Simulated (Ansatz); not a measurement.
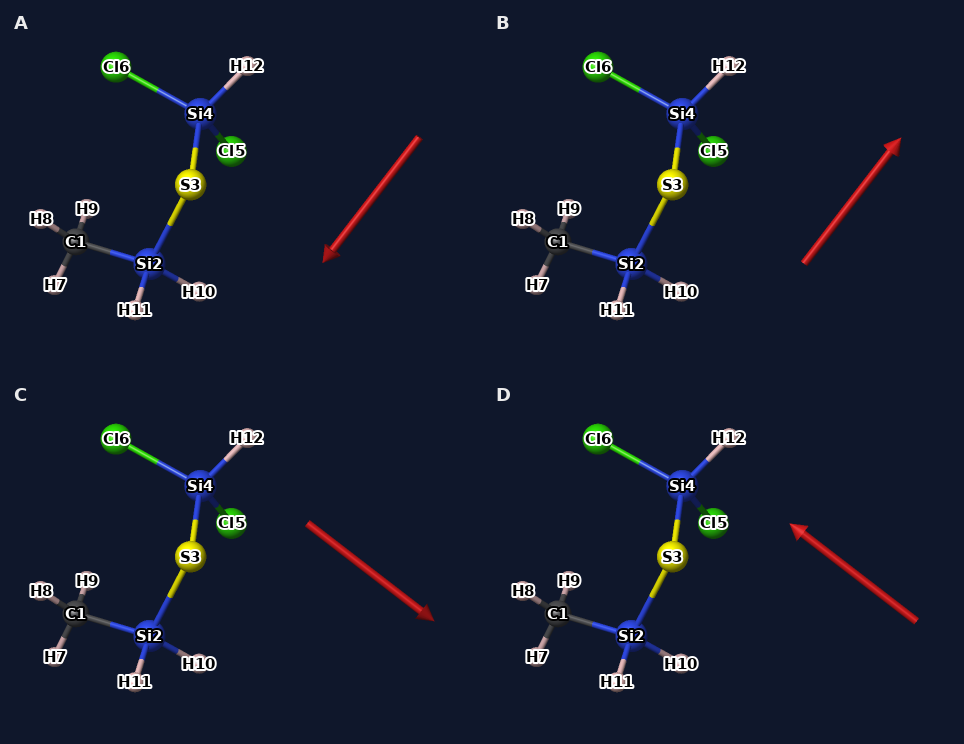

The same molecule four times, each with an arrow. Computed geometry: PBE0-D4/def2-TZVP optimisation. No frequency run is at hand to confirm it as a minimum. Level of theory: RKS PBE0-D4/def2-TZVP (Ansatz 0.2.0).

Which arrow points along the dipole moment, from the negative to the positive end?

A. The dipole moment is 1.15 D; it points from the side of H12 to the side of H7 (the outermost atoms at the two ends).
